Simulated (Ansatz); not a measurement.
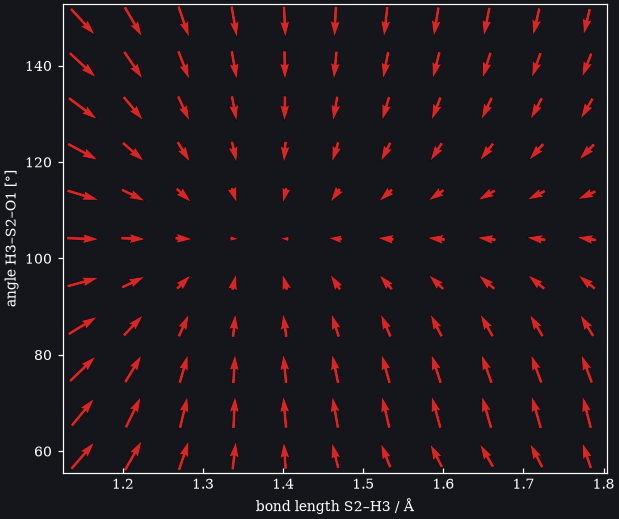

HOS, SMILES [O]S, spin multiplicity 2. First axis: bond length S2–H3. Second axis: angle H3–S2–O1. Nothing is relaxed (all other coordinates rigid). The scan uses an 11 × 11 grid. All numbers below come from UKS wB97M-V/def2-TZVP (Ansatz).

The picture shows arrows along the force (downhill), their lengths compressed.

> The arrows alone are given. Where is the energy lowest?

The arrows converge at about bond length S2–H3 = 1.369 Å, angle H3–S2–O1 = 104° (read from the interpolated surface).

The energy map of the same scan:

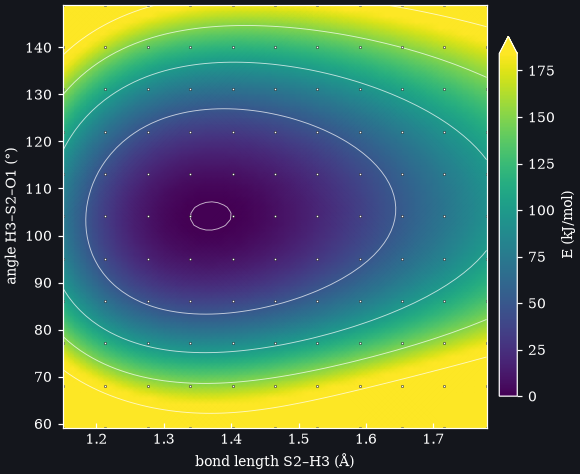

Energies are in kJ/mol, from the lowest grid point; between grid points the surface is interpolated.
